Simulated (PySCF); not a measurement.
# C₈H₂₂N₂Si (SiEt2(NHEt)2): what the fields show

```xyz
33

Si    0.2997    0.1454    0.1581
C     0.2404    0.3195    2.0379
C    -1.1665    0.2188    2.6201
H     0.7120    1.2767    2.3260
H     0.8895   -0.4662    2.4645
H    -1.1777    0.3197    3.7172
H    -1.8286    0.9965    2.2069
H    -1.6253   -0.7530    2.3751
C     2.0956    0.0208   -0.4081
C     2.9162    1.2596   -0.0568
H     2.0950   -0.1395   -1.5010
H     2.5603   -0.8814    0.0280
H     3.9436    1.2053   -0.4507
H     2.4528    2.1719   -0.4656
H     2.9945    1.3992    1.0335
N    -0.5536    1.5271   -0.4519
C    -0.9441    1.7430   -1.8251
C    -2.3853    2.2079   -1.9604
H    -0.6315    2.3493    0.1364
H    -0.2784    2.4676   -2.3374
H    -0.8200    0.7860   -2.3584
H    -3.0724    1.4716   -1.5153
H    -2.6646    2.3542   -3.0158
H    -2.5425    3.1668   -1.4391
N    -0.5356   -1.2400   -0.4804
C     0.0062   -2.5556   -0.7266
C    -0.0150   -3.4881    0.4785
H    -1.5446   -1.2348   -0.3662
H    -0.5370   -3.0313   -1.5639
H     1.0442   -2.4463   -1.0819
H     0.5810   -3.0727    1.3071
H     0.3908   -4.4821    0.2299
H    -1.0433   -3.6275    0.8499
```

Geometry: PBE0-D3(BJ)/def2-SVP.

Theory: PBE0/pcSseg-1, SCF density, gas phase, non-relativistic in PySCF 2.14.0.

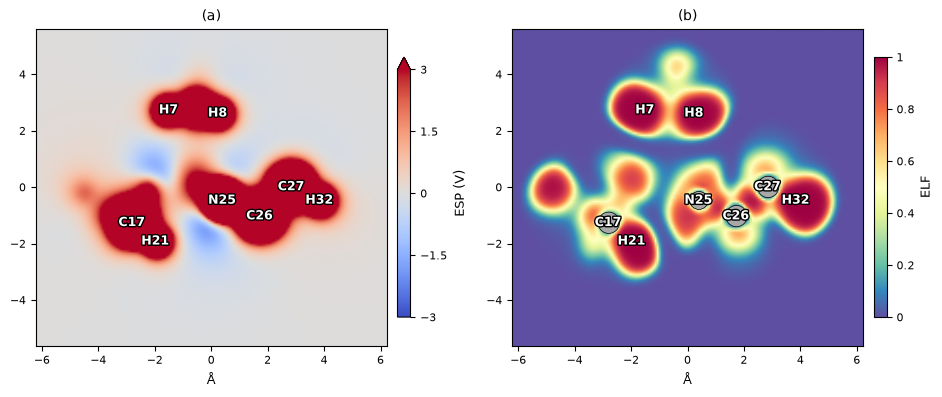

Figure 1. (a) molecular electrostatic potential; (b) ELF on the plane of atoms C26, C27 and H32. Grey discs cover the atomic cores in the ELF map.

What does the map show?

Answer. The section cuts through H, C and N sites.
C–N (1.44 Å): the ELF peaks at about 0.90 between the atoms (a shared electron pair).
C–C (1.52 Å): the ELF peaks at about 0.95 between the atoms: localised, covalent bonding.
C–H (1.10 Å): the ELF climbs to about 1 towards the hydrogen, as it does in any bond to H: an ordinary covalent bond to hydrogen.
The ELF also peaks beside N25 and N16, away from the bonds: lone-pair regions.
Outside the dense part of the molecule the potential is most negative (−1.7 V) near N25.

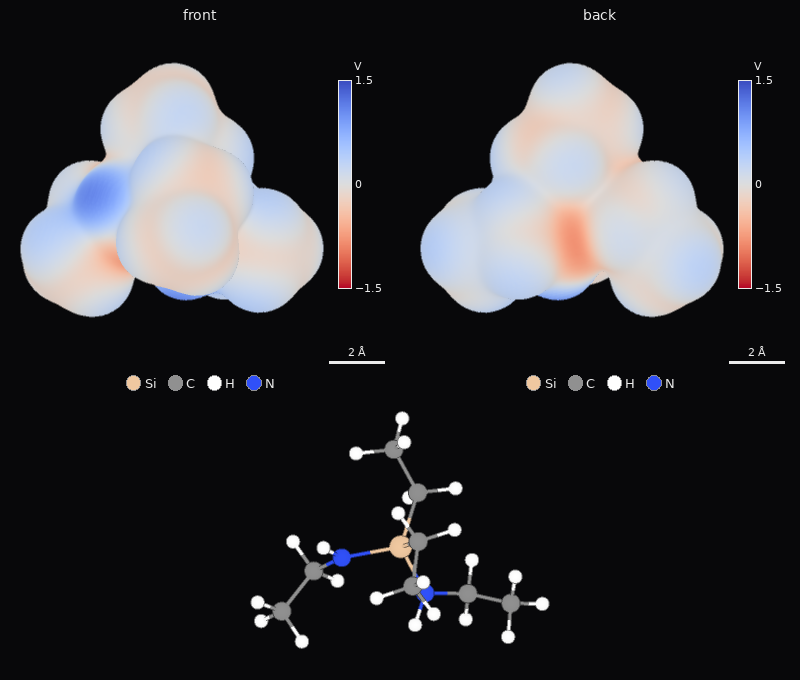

Figure 2. The molecular electrostatic potential painted on the density surface at 0.001 e/bohr³, seen from the front and from behind; red is negative and blue positive. The bare structure is drawn below in the same view.

Which sites attract a positive test charge, and which a negative one?

Answer. A positive charge is drawn to the negative regions and a negative charge to the positive ones. The most negative region (about −0.7 V) lies over N16, H21, N25 and C26, the most positive (about +1.0 V) over H19 and H28.

How polar is the molecule by this calculation?

Answer. Its dipole moment is 0.24 D.
